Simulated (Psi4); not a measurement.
**Single-point calculation of BCl₃**

The run: single-point calculation of BCl₃, multiplicity 3. Method and program: CAM-B3LYP/cc-pVTZ, UKS (Psi4 1.11).

The geometry is that of the parent species in another charge or spin state. The geometry comes from this level: GFN2-xTB.

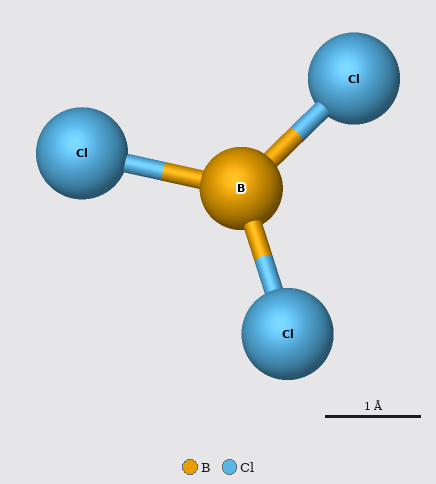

*The structure as given in the input (ball-and-stick view, seen at a tilt).*

Bond lengths as drawn: B–Cl 1.72 Å.

## Input file (calc.py)
```python
import psi4

psi4.set_memory('1600 MB')
psi4.set_num_threads(1)
psi4.set_output_file('run.log', False)

mol = psi4.geometry("""
0 3
B      0.000530     0.000400     0.004030
Cl     1.722160    -0.027500     0.011870
Cl    -0.837250     1.505610    -0.018540
Cl    -0.885440    -1.478510     0.002640
symmetry c1
""")

psi4.set_options(dict(reference='uks', puream=True, scf_type='pk', dft_radial_points=99, dft_spherical_points=590, maxiter=150))

result = psi4.energy("cam-b3lyp/cc-pVTZ")
print('E =', round(result, 9))
for k, v in sorted(psi4.core.scalar_variables().items()):
    print(f'{k:45s} {v:18.10f}')
```

Command:
```bash
python calc.py
```

## What the program printed
```
h
    h
    h

    -----------------------------------------------------------------------

    Memory:     1.5 GiB
    Threads:    1
                ecpint, einsums, f̶o̶r̶t̶e̶, gauxc, gcp, g̶d̶m̶a̶, geometric, g̶p̶u̶_̶d̶f̶c̶c̶,
                i̶n̶t̶e̶g̶r̶a̶t̶o̶r̶x̶x̶, i̶p̶i̶, libefp, m̶d̶i̶, m̶p̶2̶d̶, m̶r̶c̶c̶, ooo,
                o̶p̶e̶n̶f̶e̶r̶m̶i̶o̶n̶p̶s̶i̶4̶, pcmsolver, p̶s̶i̶4̶f̶o̶c̶k̶c̶i̶, p̶s̶i̶x̶a̶s̶,
                p̶y̶e̶i̶n̶s̶u̶m̶s̶, r̶e̶s̶p̶, s̶i̶m̶i̶n̶t̶, s̶n̶s̶m̶p̶2̶,
                v̶2̶r̶d̶m̶_̶c̶a̶s̶s̶c̶f̶

   => Loading Basis Set <=

    Name: CC-PVTZ
    Role: ORBITAL
    Keyword: BASIS

         ---------------------------------------------------------
                                   SCF
                              UKS Reference
                        1 Threads,   1525 MiB Core
         ---------------------------------------------------------

  ==> Geometry <==

    Molecular point group: c1
    Full point group: C1

    Geometry (in Angstrom), charge = 0, multiplicity = 3:

       Center              X                  Y                   Z               Mass
    ------------   -----------------  -----------------  -----------------  -----------------
         B            0.000639549804     0.000482679097     0.004862991904    11.009305360000
         CL           1.722269549804    -0.027417320903     0.012702991904    34.968852682000
         CL          -0.837140450196     1.505692679097    -0.017707008096    34.968852682000
         CL          -0.885330450196    -1.478427320903     0.003472991904    34.968852682000

  Running in c1 symmetry.

  Rotational constants: A =      0.10831  B =      0.10823  C =      0.05414 [cm^-1]
  Rotational constants: A =   3247.12328  B =   3244.67365  C =   1622.95200 [MHz]
  Nuclear repulsion =  232.068676989029029

  Charge       = 0
  Multiplicity = 3
  Electrons    = 56
  Nalpha       = 29
  Nbeta        = 27

  ==> Algorithm <==

  SCF Algorithm Type is PK.
  DIIS enabled.
  MOM disabled.
  Fractional occupation disabled.
  Guess Type is SAD.
  Energy threshold   = 1.00e-06
  Density threshold  = 1.00e-06
  Integral threshold = 1.00e-12

  ==> Primary Basis <==

  Basis Set: CC-PVTZ
    Blend: CC-PVTZ
    Number of shells: 46
    Number of basis functions: 132
    Number of Cartesian functions: 152
    Spherical Harmonics?: true
    Max angular momentum: 3

  ==> DFT Potential <==

   => LibXC <=

    Version 7.1.2

   => Composite Functional: CAM-B3LYP <=

    CAM-B3LYP Hyb-GGA Exchange-Correlation Functional

    Deriv               =              1
    GGA                 =           TRUE
    Meta                =          FALSE

    Exchange Hybrid     =           TRUE
    MP2 Hybrid          =          FALSE

   => Exchange Functionals <=

    0.3500         Becke 88 [omega = 0.3300]
    0.4600   Short-range recipe for B88 functional - erf [omega = 0.3300]

   => Exact (HF) Exchange <=

    0.4600            HF,LR [omega = 0.3300]
    0.1900               HF

   => Correlation Functionals <=

    0.1900   Vosko, Wilk & Nusair (VWN5)
    0.8100   Lee, Yang & Parr

   => LibXC Density Thresholds  <==

    XC_HYB_GGA_XC_CAM_B3LYP:  1.00E-14

   => Molecular Quadrature <=

    Radial Scheme          =       TREUTLER
    Pruning Scheme         =           NONE
    Nuclear Scheme         =       TREUTLER

    Blocking Scheme        =         OCTREE
    BS radius alpha        =              1
    Pruning alpha          =              1
    Radial Points          =             99
    Spherical Points       =            590
    Total Points           =         218469
    Total Blocks           =           1684
    Max Points             =            256
    Max Functions          =            132
    Weights Tolerance      =       1.00E-15

  ==> Integral Setup <==

  Using in-core PK algorithm.
   Calculation information:
      Number of atoms:                   4
      Number of AO shells:              46
      Number of primitives:            206
      Number of atomic orbitals:       152
      Number of basis functions:       132

      Integral cutoff                 1.00e-12
      Number of threads:                 1

  Performing in-core PK
  Using 115593093 doubles for integral storage.
  We computed 574871 shell quartets total.
  Whereas there are 584821 unique shell quartets.

  Computing range-separated integrals for PK
  We computed 574871 wK shell quartets total.
  Whereas there are 584821 wK unique shell quartets.

  ==> DiskJK: Disk-Based J/K Matrices <==

    J tasked:                  Yes
    K tasked:                  Yes
    wK tasked:                 Yes
    Omega:               3.300E-01
    Memory [MiB]:             1029
    Schwarz Cutoff:          1E-12

  Cached 14.3% of DFT collocation blocks in 0.104 [GiB].

  Minimum eigenvalue in the overlap matrix is 2.9986999809E-03.
  Reciprocal condition number of the overlap matrix is 6.2651626199E-04.
    Using symmetric orthogonalization.

  ==> Pre-Iterations <==

  SCF Guess: Superposition of Atomic Densities via on-the-fly atomic UHF (no occupation information).

   -------------------------
    Irrep   Nso     Nmo
   -------------------------
     A        132     132
   -------------------------
    Total     132     132
   -------------------------

  ==> Iterations <==

                        Total Energy        Delta E     RMS |[F,P]|

   @UKS iter SAD: -1405.62726090780893   -1.40563e+03   0.00000e+00
   @UKS iter   1: -1405.39403547339498    2.33225e-01   2.57396e-03 ADIIS/DIIS
   @UKS iter   2: -1405.41055880595809   -1.65233e-02   2.01026e-03 ADIIS/DIIS
   @UKS iter   3: -1405.44709439965391   -3.65356e-02   3.95909e-04 ADIIS/DIIS
   @UKS iter   4: -1405.44843004468066   -1.33565e-03   7.50938e-05 DIIS
   @UKS iter   5: -1405.44852632890820   -9.62842e-05   1.97454e-05 DIIS
   @UKS iter   6: -1405.44853367490032   -7.34599e-06   4.84701e-06 DIIS
   @UKS iter   7: -1405.44853441463420   -7.39734e-07   1.94444e-06 DIIS
   @UKS iter   8: -1405.44853445481590   -4.01817e-08   1.33767e-06 DIIS
   @UKS iter   9: -1405.44853447600121   -2.11853e-08   1.17600e-07 DIIS
  Energy and wave function converged.

  ==> Post-Iterations <==

   Electrons on quadrature grid:
      Nalpha   =   28.9999998632 ; deviation = -1.368e-07
      Nbeta    =   26.9999998617 ; deviation = -1.383e-07
      Ntotal   =   55.9999997249 ; deviation = -2.751e-07

   @Spin Contamination Metric:   1.044447270E-02
   @S^2 Expected:                2.000000000E+00
   @S^2 Observed:                2.010444473E+00
   @S   Expected:                1.000000000E+00
   @S   Observed:                1.000000000E+00

    Orbital Energies [Eh]
    ---------------------

    Alpha Occupied:

       1A   -101.675695     2A   -101.675550     3A   -101.675445
       4A     -9.581531     5A     -9.581412     6A     -9.581326
       7A     -7.344633     8A     -7.344492     9A     -7.344389
      10A     -7.340543    11A     -7.340429    12A     -7.340347
      13A     -7.336067    14A     -7.335955    15A     -7.335874
      16A     -6.876498    17A     -0.994735    18A     -0.947097
      19A     -0.947072    20A     -0.608853    21A     -0.533195
      22A     -0.533193    23A     -0.493450    24A     -0.444018
      25A     -0.443841    26A     -0.428087    27A     -0.428049
      28A     -0.418826    29A     -0.176101

    Alpha Virtual:

      30A      0.080340    31A      0.149561    32A      0.149676
      33A      0.151682    34A      0.187367    35A      0.187633
      36A      0.214259    37A      0.295073    38A      0.295204
      39A      0.329151    40A      0.333500    41A      0.333545
      42A      0.384583    43A      0.384645    44A      0.388407
      45A      0.388466    46A      0.400054    47A      0.416710
      48A      0.464700    49A      0.472816    50A      0.472926
      51A      0.503470    52A      0.528590    53A      0.528593
      54A      0.672943    55A      0.679551    56A      0.679635
      57A      0.711942    58A      0.746120    59A      0.766294
      60A      0.766528    61A      0.786202    62A      0.916016
      63A      0.916213    64A      0.959023    65A      0.959405
      66A      1.063722    67A      1.206135    68A      1.206365
      69A      1.336980    70A      1.501015    71A      1.501203
      72A      1.607974    73A      1.654860    74A      1.654980
      75A      1.728503    76A      1.728805    77A      1.786691
      78A      1.806168    79A      1.841832    80A      1.842160
      81A      1.856456    82A      1.940156    83A      1.940402
      84A      1.952663    85A      1.954997    86A      1.955175
      87A      1.960791    88A      1.960973    89A      2.002216
      90A      2.045252    91A      2.057775    92A      2.057820
      93A      2.105043    94A      2.105742    95A      2.105841
      96A      2.111222    97A      2.121989    98A      2.122136
      99A      2.127102   100A      2.127161   101A      2.183971
     102A      2.208305   103A      2.231890   104A      2.237575
     105A      2.237595   106A      2.275524   107A      2.275727
     108A      2.316030   109A      2.320925   110A      2.331032
     111A      2.331167   112A      2.349926   113A      2.549909
     114A      2.550150   115A      2.573457   116A      2.573681
     117A      2.691847   118A      2.693788   119A      2.730399
     120A      3.035123   121A      3.055804   122A      3.056702
     123A      3.122202   124A      3.123281   125A      3.280089
     126A      3.538310   127A      3.539795   128A      3.544470
     129A      4.981555   130A      5.640905   131A      5.644674
     132A      7.179488

    Beta Occupied:

       1A   -101.672642     2A   -101.672503     3A   -101.672403
       4A     -9.578472     5A     -9.578359     6A     -9.578278
       7A     -7.339231     8A     -7.339120     9A     -7.339040
      10A     -7.335642    11A     -7.335526    12A     -7.335443
      13A     -7.332722    14A     -7.332609    15A     -7.332528
      16A     -6.866072    17A     -0.973931    18A     -0.924596
      19A     -0.924512    20A     -0.582952    21A     -0.512819
      22A     -0.512813    23A     -0.465403    24A     -0.409810
      25A     -0.409746    26A     -0.393502    27A     -0.393453

    Beta Virtual:

      28A     -0.239697    29A      0.044787    30A      0.100302
      31A      0.159395    32A      0.159449    33A      0.168886
      34A      0.194636    35A      0.194943    36A      0.229818
      37A      0.302306    38A      0.302418    39A      0.346234
      40A      0.347911    41A      0.347942    42A      0.396527
      43A      0.396550    44A      0.397692    45A      0.397800
      46A      0.414168    47A      0.426386    48A      0.479691
      49A      0.495670    50A      0.495729    51A      0.526871
      52A      0.548315    53A      0.548355    54A      0.690086
      55A      0.690159    56A      0.690614    57A      0.735329
      58A      0.756996    59A      0.778804    60A      0.779035
      61A      0.813071    62A      0.931887    63A      0.932073
      64A      0.967325    65A      0.967698    66A      1.082794
      67A      1.218176    68A      1.218385    69A      1.387094
      70A      1.515846    71A      1.516054    72A      1.615940
      73A      1.682280    74A      1.682396    75A      1.745533
      76A      1.745843    77A      1.797616    78A      1.839399
      79A      1.859679    80A      1.860008    81A      1.876674
      82A      1.948807    83A      1.949084    84A      1.969176
      85A      1.969843    86A      1.969956    87A      1.975238
      88A      1.975378    89A      2.028782    90A      2.060857
      91A      2.074055    92A      2.074074    93A      2.124025
      94A      2.124090    95A      2.126712    96A      2.127421
      97A      2.141446    98A      2.141567    99A      2.146913
     100A      2.146951   101A      2.206514   102A      2.224106
     103A      2.245123   104A      2.251850   105A      2.251854
     106A      2.285190   107A      2.285409   108A      2.326029
     109A      2.332883   110A      2.346158   111A      2.346347
     112A      2.366004   113A      2.567355   114A      2.567586
     115A      2.587032   116A      2.587230   117A      2.706881
     118A      2.708830   119A      2.746776   120A      3.049771
     121A      3.077491   122A      3.078408   123A      3.136879
     124A      3.137922   125A      3.286597   126A      3.544729
     127A      3.546220   128A      3.557165   129A      4.989825
     130A      5.648377   131A      5.652131   132A      7.199552

    Final Occupation by Irrep:
              A
    DOCC [    27 ]
    SOCC [     2 ]
    NA   [    29 ]
    NB   [    27 ]

  @UKS Final Energy: -1405.44853447600121

   => Energetics <=

    Nuclear Repulsion Energy =            232.0686769890290293
    One-Electron Energy =               -2400.8117082184107858
    Two-Electron Energy =                 831.1905679537240985
    DFT Exchange-Correlation Energy =     -67.8960712003433002
    Empirical Dispersion Energy =           0.0000000000000000
    VV10 Nonlocal Energy =                  0.0000000000000000
    Total Energy =                      -1405.4485344760012140

  UHF NO Occupations:
  HONO-2 :   27  A 1.9986893
  HONO-1 :   28  A 1.0000000
  HONO-0 :   29  A 1.0000000
  LUNO+0 :   30  A 0.0013107
  LUNO+1 :   31  A 0.0013046
  LUNO+2 :   32  A 0.0010759
  LUNO+3 :   33  A 0.0005489

Computation Completed

Properties will be evaluated at   0.000000,   0.000000,   0.000000 [a0]

Properties computed using the SCF density matrix

 Multipole Moments:

 ------------------------------------------------------------------------------------
     Multipole            Electronic (a.u.)      Nuclear  (a.u.)        Total (a.u.)
 ------------------------------------------------------------------------------------

 L = 1.  Multiply by 2.5417464519 to convert [e a0] to [Debye]
 Dipole X            :         -0.0004235           -0.0004256           -0.0008491
 Dipole Y            :         -0.0003468           -0.0003212           -0.0006680
 Dipole Z            :         -0.0028596           -0.0032361           -0.0060956
 Magnitude           :                                                    0.0061906

 ------------------------------------------------------------------------------------

	total time  =         43 seconds =       0.72 minutes
```

## Standard output
```
E = -1405.448534476
CURRENT ENERGY                                  -1405.4485344760
CURRENT REFERENCE ENERGY                        -1405.4485344760
DD SOLVATION ENERGY                                 0.0000000000
DFT FUNCTIONAL TOTAL ENERGY                     -1405.4485344760
DFT TOTAL ENERGY                                -1405.4485344760
DFT VV10 ENERGY                                     0.0000000000
DFT XC ENERGY                                     -67.8960712003
GRID ELECTRONS ALPHA                               28.9999998632
GRID ELECTRONS BETA                                26.9999998617
GRID ELECTRONS TOTAL                               55.9999997249
NUCLEAR REPULSION ENERGY                          232.0686769890
ONE-ELECTRON ENERGY                             -2400.8117082184
PCM POLARIZATION ENERGY                             0.0000000000
PE ENERGY                                           0.0000000000
SCF ITERATION ENERGY                            -1405.4485344760
SCF ITERATIONS                                      9.0000000000
SCF TOTAL ENERGY                                -1405.4485344760
TWO-ELECTRON ENERGY                               831.1905679537
XC GRID RADIAL POINTS                              99.0000000000
XC GRID SPHERICAL POINTS                          590.0000000000
XC GRID TOTAL POINTS                           218469.0000000000
```

## Summary

| quantity | value |
| --- | --- |
| outcome | converged |
| total energy | −1405.448534 hartree |
| basis functions | 132 |
| ⟨S²⟩ | 2.010 |
| dipole moment | 0.02 D |
| hardware | 1 thread of AMD EPYC (Zen 5), 64 GiB of memory available, shared host |
| wall time | 44 s |
| peak memory | 1.4 GiB |
